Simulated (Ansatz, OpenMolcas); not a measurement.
# PbO (SMILES [O][Pb]): the vertical ionisation energy, rung by rung

PbO has 2 atoms, charge 0, and is taken as a singlet. As SMILES, `[O][Pb]`. Geometry: the measured bond length.

```xyz
2

O     0.0000    0.0000    0.0000
Pb    0.0000    0.0000    1.9218
```

Quantity: the vertical ionisation energy (to the doublet cation), in eV. The values are calculated.

```tsv
level	kind	program	value (eV)	less CCSD(T)/def2-TZVP
HF/def2-TZVP (core potential)	Hartree–Fock	Ansatz	6.72	-2.62
BLYP/def2-TZVP (core potential)	GGA	Ansatz	9.44	+0.10
PBE/def2-TZVP (core potential)	GGA	OpenMolcas	9.54	+0.20
revPBE/def2-TZVP (core potential)	GGA	Ansatz	9.38	+0.04
wB97M-V/def2-TZVP (core potential)	range-separated hybrid	Ansatz	9.04	-0.30
RPA@PBE/def2-TZVP (core potential)	RPA	Ansatz	9.48	+0.14
CCSD(T)/def2-TZVP (core potential)	coupled cluster or CI	Ansatz	9.34	0.00
CCSD/def2-TZVP (core potential)	coupled cluster or CI	Ansatz	8.93	-0.41
```

CCSD(T)/def2-TZVP (core potential) is the highest level here, not the true value. Spin-orbit coupling, which can split open shells on such heavy atoms by tenths of an eV, is left out. The values span 6.72 to 9.54 eV.

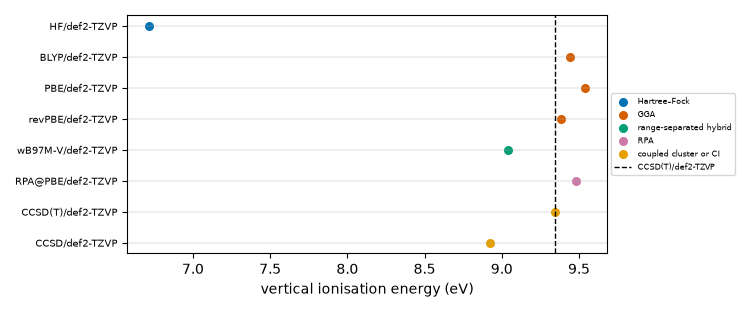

The values of the table, level by level.
